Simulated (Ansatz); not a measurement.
Input file:

```
crystal:
  periodic: [false, false, false]
  atoms:
    - { symbol: C, position_ang: [-1.3064, 0.2424, -0.596] }
    - { symbol: "N", position_ang: [-0.63, -0.8441, -0.0373] }
    - { symbol: Al, position_ang: [0.8263, -0.2187, 1.0015] }
    - { symbol: O, position_ang: [2.2306, 0.8317, 0.2387] }
    - { symbol: H, position_ang: [-2.198, -0.1011, -1.2364] }
    - { symbol: H, position_ang: [-1.7763, 0.9397, 0.1987] }
    - { symbol: H, position_ang: [-0.6675, 0.8987, -1.2602] }
    - { symbol: H, position_ang: [-0.1879, -1.3795, -0.8337] }
    - { symbol: H, position_ang: [0.9669, -0.5942, 2.602] }
    - { symbol: H, position_ang: [2.8254, 0.1739, -0.0742] }
basis:
  gaussian: { orbitals: def2-SVP }
hamiltonian:
  xc: pbe
  dispersion: d4
relax:
  f_tol: 0.02
  max_steps: 50
output:
  orbitals: {}
```

Run with:

```sh
ansatz run input.yaml --threads 2 --pin off --max-ram 3072MiB --backend cpu --events-out ev --progress --plain --runs-dir out
```

The fields are those of the relaxed geometry.

The calculation used RKS PBE-D4/def2-SVP (Ansatz).

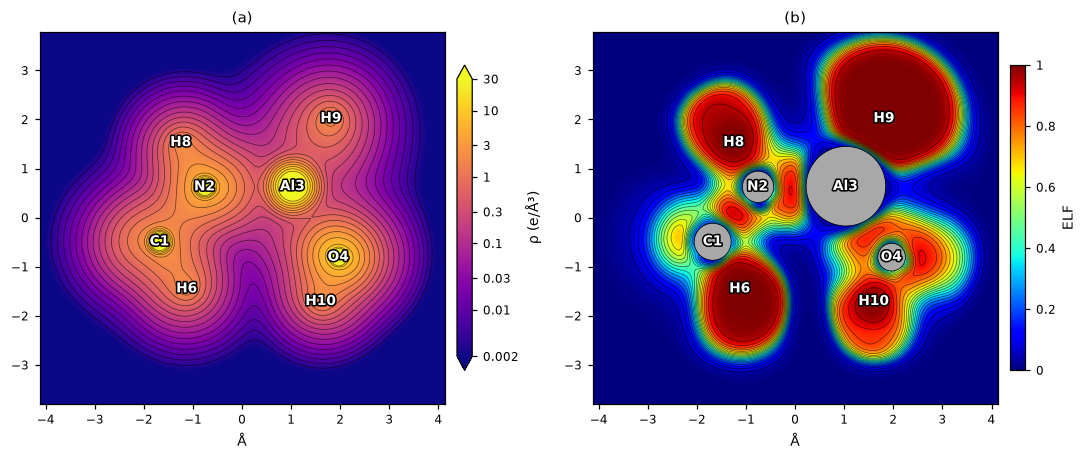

CH6AlNO. (a) electron density; (b) electron localisation function on the plane of atoms O4, Al3 and H9. Grey discs cover the atomic cores in the ELF map.

### What do the fields say about this system?

- The plane passes through C, N, Al, O and H nuclei.
- C–N (1.45 Å): ρ at the midpoint is about 1.9 e/Å³; the ELF peaks at about 0.95 between the atoms; a covalent bond.
- Al–O (1.72 Å): the density is about 0.8 e/Å³ at the midpoint; the ELF peaks at about 0.85 in the valence shell of O, 0.6 Å from its nucleus, and is about 0.45 at the midpoint.
- Al–N (1.79 Å): ρ is about 0.8 e/Å³ halfway; the ELF peaks at about 0.90 in the valence shell of N, 0.7 Å from its nucleus, and is about 0.60 at the midpoint.
- O–H (0.97 Å): the density is about 3.5 e/Å³ at the midpoint; the ELF climbs to about 1 towards the hydrogen, as it does in any bond to H; an ordinary covalent bond to hydrogen.
- N–H (1.02 Å): the density is about 2.7 e/Å³ at the midpoint; the ELF climbs to about 1 towards the hydrogen: an ordinary covalent bond to hydrogen.
- The ELF also peaks beside O4, away from the bonds: lone-pair regions.
